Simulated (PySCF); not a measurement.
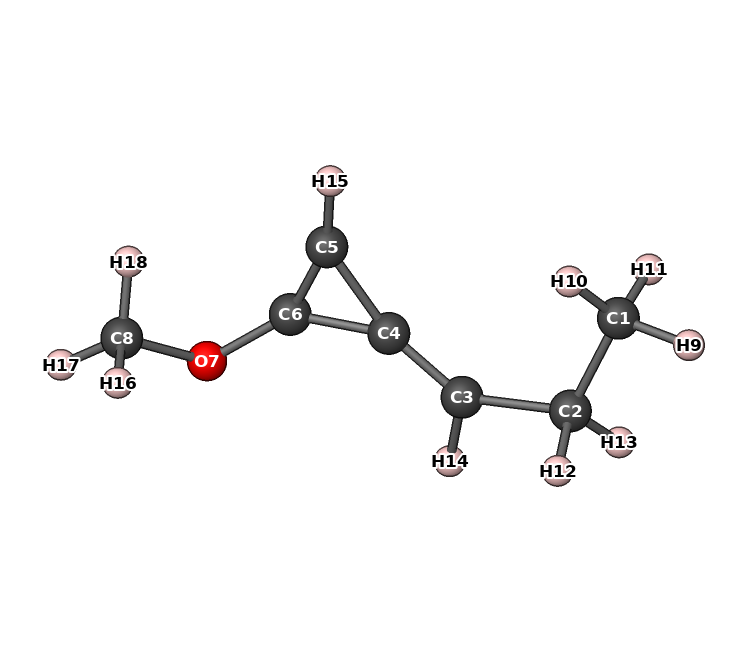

The questions are on isotropic NMR shieldings of the C atoms. Geometry: a frame of a GFN2-xTB molecular-dynamics simulation, not a minimum. Level of theory: GIAO PBE0/pcSseg-1 NMR shielding, non-relativistic, gas phase (PySCF 2.14.0).

**Which C atom is the most shielded (lowest chemical shift)?**

C1 (174.3 ppm).

**Which C atom is the least shielded (highest chemical shift)?**

C6 (23.5 ppm).

**How wide is the range of C shifts?**

150.8 ppm.

List the isotropic NMR shieldings of the C atoms.

```tsv
atom	σ (ppm)
C1	174.3
C2	155.2
C3	104.8
C4	75.7
C5	83.8
C6	23.5
C8	123.8
```
